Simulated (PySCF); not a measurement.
# N2H (dinitrogen monohydride) at UPBE0/STO-3G

Aim: the energy change on altering one bond length of N2H (dinitrogen monohydride) at UPBE0/STO-3G, from 2 runs. Input form: a Python script.

Program for the calculation: PySCF 2.14.0.

9 further runs of the same task are left out: 9 set aside as unsound or not needed.

## Step 1: Starting point

N2H has 3 atoms, charge 0, and is taken as a doublet. As SMILES, `[N]=N`. Geometry: relaxed at PBE0-D4/def2-TZVP.

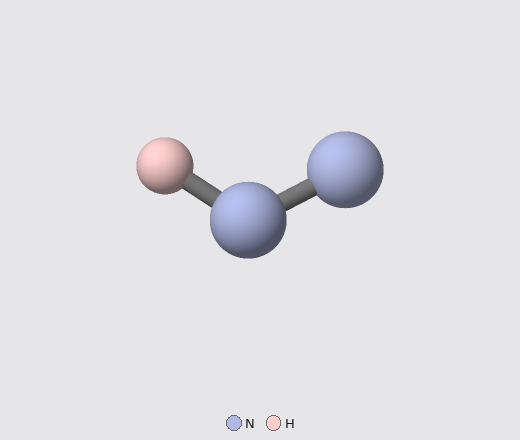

The structure, seen from a chosen angle (nitrogen light blue, hydrogen pink).

## Step 2: A single-point energy at UPBE0/STO-3G

Contents of run.py:

```python
from pyscf import gto, dft

system = gto.Mole()
system.atom = 'N 0.710530 -0.606720 0.326180; N -0.268660 -0.217710 -0.170100; H -0.441870 0.824430 -0.156080'
system.charge = 0
system.verbose = 3
system.basis = 'sto-3g'
system.max_memory = 1860
system.spin = 1
system.build()

myscf = dft.UKS(system)
myscf.xc = 'pbe0'
myscf.grids.level = 5
myscf.conv_tol = 1e-10
myscf.kernel()
if not myscf.converged:
    myscf = myscf.newton().run(myscf.mo_coeff, myscf.mo_occ)

etot = myscf.e_tot
print(f'total energy: {etot:.8f} hartree')
```

Started as:

```sh
$ OMP_NUM_THREADS=1 python run.py
```

The log of the run:

```text
converged SCF energy = -108.44584950586  <S^2> = 0.75372043  2S+1 = 2.003717
total energy: -108.44584951 hartree
```

Run time: 2.7 s. Hardware: 1 thread of AMD EPYC 7R43 (Zen 3), shared host; peak memory 0.16 GiB.

## Step 3: The distorted shape

Contents of calc.py:

```python
from pyscf import gto, dft

molecule = gto.M(
    atom='''
N      1.931888    -4.691415     0.568702
N      0.081487    -3.956293    -0.369132
H     -0.835013     1.557947    -0.294948
''',
    basis='sto-3g',
    max_memory=1860,
    verbose=3,
    spin=1,
    unit='bohr',
)

ks = dft.UKS(molecule, xc='pbe0')
ks.grids.level = 5
ks.conv_tol = 1e-10
ks.kernel()
if not ks.converged:
    ks = ks.newton().run(ks.mo_coeff, ks.mo_occ)

energy = ks.e_tot
print('Final energy', energy)
```

Started as:

```sh
$ OMP_NUM_THREADS=1 python calc.py
```

The log of the run:

```text
converged SCF energy = -108.421647984809  <S^2> = 0.75000326  2S+1 = 2.0000033
Final energy -108.42164798480906
```

Wall time 2.9 s (1 thread of AMD EPYC 7R43 (Zen 3), shared host); peak memory 0.16 GiB.

## Step 4: What came out

At UPBE0/STO-3G:

```
                                                         quantity          value
                                        first shape: total energy  -108.44585 Eh
                                       first shape: dipole moment         1.83 D
                  first shape: HOMO energy (highest over α and β)       -3.84 eV
                   first shape: LUMO energy (lowest over α and β)        1.37 eV
                                                first shape: ⟨S²⟩          0.754
                                    distorted shape: total energy  -108.42165 Eh
                                   distorted shape: dipole moment         0.01 D
              distorted shape: HOMO energy (highest over α and β)       -7.00 eV
               distorted shape: LUMO energy (lowest over α and β)        1.21 eV
                                            distorted shape: ⟨S²⟩          0.750
energy change with the N2–H3 bond stretched from 1.057 to 2.958 Å       0.659 eV
```

In words: With the N2–H3 bond stretched from 1.057 to 2.958 Å the energy rises by 0.66 eV (15.2 kcal/mol). The first shape isn't relaxed at this level, so the change isn't measured from a minimum. The minimal basis adds a large error of its own.
